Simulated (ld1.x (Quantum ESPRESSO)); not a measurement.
Ld1.x (Quantum ESPRESSO) 7.5 input:

```
 &input
   title='Au', zed=79., rel=1, dft='PZ', iswitch=3,
   config='[Xe] 4f14 5d10 6s1 6p0'
 /
 &inputp
   pseudotype=2, tm=.true., lloc=-1, rcloc=1.95,
   nlcc=.false.
 /
3
6S  1  0   1.00   0.00  2.40  2.40  0.0
6P  2  1   0.00   0.00  2.40  2.40  0.0
5D  3  2  10.00   0.00  1.60  1.60  0.0
 &test
   configts(1)='5d10 6s1 6p0'
 /
```

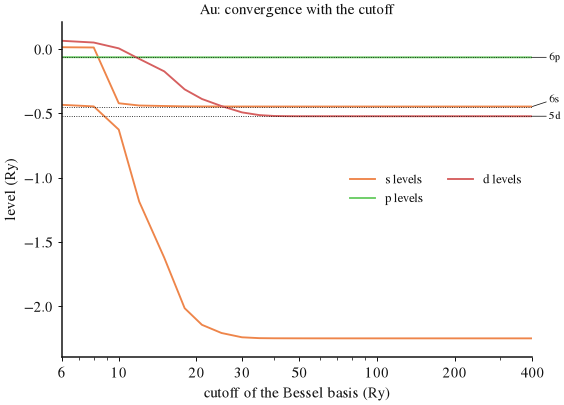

The pseudo-atom Hamiltonian at the reference potential is diagonalised in spherical Bessel functions (20 bohr box) up to the cutoff. Curves: the lowest levels of each channel that holds a bound state. Dotted lines: the all-electron valence levels.

Does every curve settle on an all-electron level?

Answer. Ghost state below the valence levels: s at -30.6 eV. A ghost is a curve that settles on no dotted line: a bound state with no counterpart among the valence levels. In Ry: s -2.25.

Read the all-electron valence levels.

Answer. 6s: -0.45 Ry; 6p: -0.07 Ry; 5d: -0.52 Ry.

Does the ghost need a high cutoff to show?

Answer. The lowest s curve lies clearly below the lowest valence level of its channel from about 10 Ry on and ends at -2.25 Ry.
